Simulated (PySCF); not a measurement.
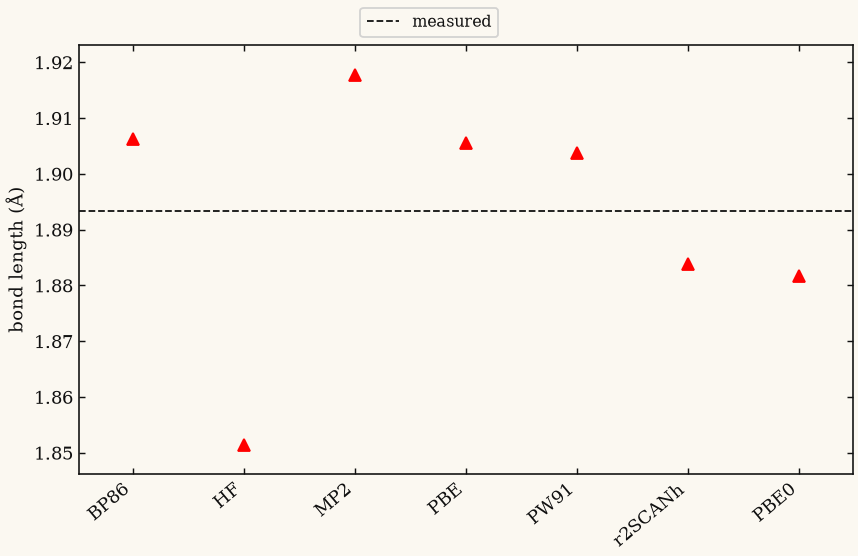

Bond length of P₂, singlet at several levels, def2-TZVPP (non-relativistic), PySCF 2.14.0, no spin-orbit coupling, from fits to the bond curves (references: RHF and UKS, as the method has it). The measured value is Huber and Herzberg's. Correlated wave-function values are in the same finite basis, not at its limit.

Question: Which level comes closest to the line (measured), and which misses most?

Answer: Closest r2SCANh (1.884 Å), against 1.893 Å; farthest HF (1.851 Å).

Question: What range do the values span, the line included?

Answer: From 1.851 Å (HF) to 1.918 Å (MP2).
